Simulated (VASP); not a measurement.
Band structure of Ti (hcp). Level of theory: PBEsol GGA, VASP's PBE PAW potentials (set 64) (plane waves; VASP).

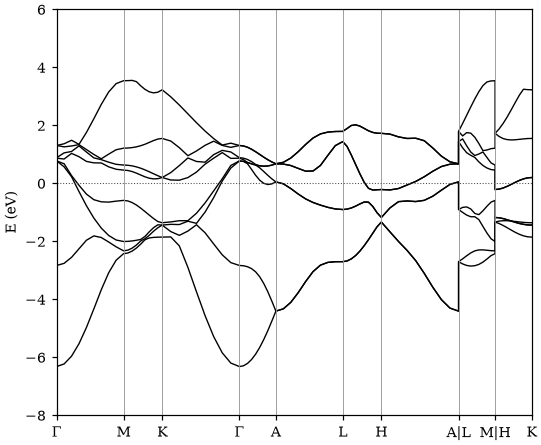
*Bands along high-symmetry lines, zero at the valence-band maximum or, without a gap, the Fermi level*

Problem. Read the plot: is there a gap, and where are the band edges?

Solution. It has no gap at this level: it comes out as a metal or semimetal. (Edges off the drawn lines would not show.)

The compound is Ti in the hcp structure. It was relaxed first, which changed the volume by -6 %.
